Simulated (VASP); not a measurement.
Band structure of MnF₂ (rutile). These are PBEsol GGA with spin-orbit coupling, VASP's PBE PAW potentials (set 64) (plane waves; VASP) values and carry that method's errors.

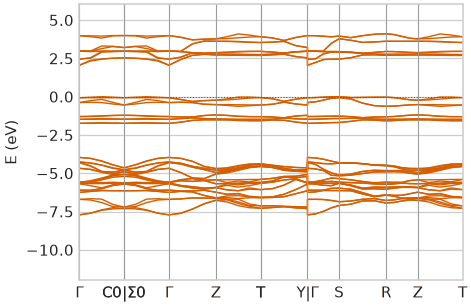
*Bands along high-symmetry lines, zero at the valence-band maximum or, without a gap, the Fermi level*

Problem. Read the plot: is there a gap, and where are the band edges?

Solution. The gap is indirect, 2.05 eV, from the valence maximum at S to the conduction minimum at Γ.

The compound is MnF2 in the rutile structure. It was relaxed first.
